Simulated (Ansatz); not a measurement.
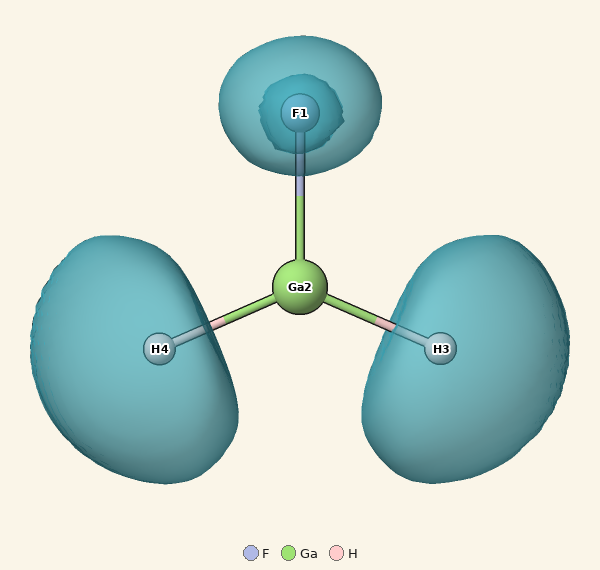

The picture shows: FGaH₂. Isosurface of the ELF at 0.75 (cyan), seen across its widest extent. Only the valence region is drawn (cores and ρ < 0.01 e/Å³ removed).

Level of theory: RKS r2SCAN-D4/def2-SVP in Ansatz 0.2.0.

The calculation's input:

```
crystal:
  periodic: [false, false, false]
  atoms:
    - { symbol: F, position_ang: [-0.4841, -0.557, 1.3241] }
    - { symbol: Ga, position_ang: [-0.0759, 0.4117, -0.2022] }
    - { symbol: H, position_ang: [-0.9325, -0.5331, -1.2292] }
    - { symbol: H, position_ang: [1.548, 0.618, 0.0871] }
basis:
  gaussian: { orbitals: def2-SVP }
hamiltonian:
  xc: r2scan
  dispersion: d4
relax:
  f_tol: 0.02
  max_steps: 40
scf:
  lower_state_search: "off"
output:
  orbitals: {}
```

Command:

```sh
ansatz run input.yaml --threads 1 --pin off --max-ram 2048MiB --backend cpu --events-out ev --progress --plain --runs-dir out
```

The fields are those of the relaxed geometry.

Describe the localisation domains.

Answer. The ELF exceeds this value in two regions around hydrogen nuclei and one region wrapped around F (its valence shell). Along the contacts the grid gives the following. Ga–F (1.76 Å): the ELF peaks at about 0.85 in the valence shell of F, 0.5 Å from its nucleus, and is about 0.15 at the midpoint. Ga–H (1.55 Å): the ELF climbs to about 1 towards the hydrogen.
